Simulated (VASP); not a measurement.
Band structure of Al₂O (space group Fm-3m). Calculation: LDA (Ceperley-Alder, Perdew-Zunger), VASP's LDA PAW potentials (set 64) (plane waves; VASP).

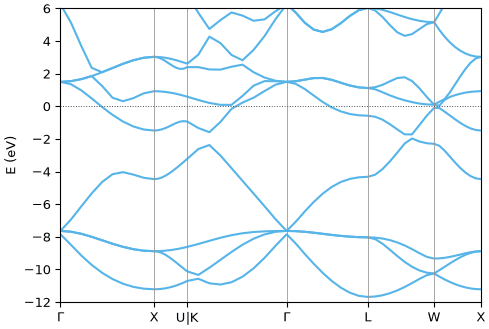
*Bands along high-symmetry lines, zero at the valence-band maximum or, without a gap, the Fermi level*

Q: Read the plot: is there a gap, and where are the band edges?

A: It has no gap at this level: it comes out as a metal or semimetal.

The structure comes from a measured Al2O entry (Fm-3m) of the Crystallography Open Database, whose conditions weren't checked. The cell was not relaxed at this level.
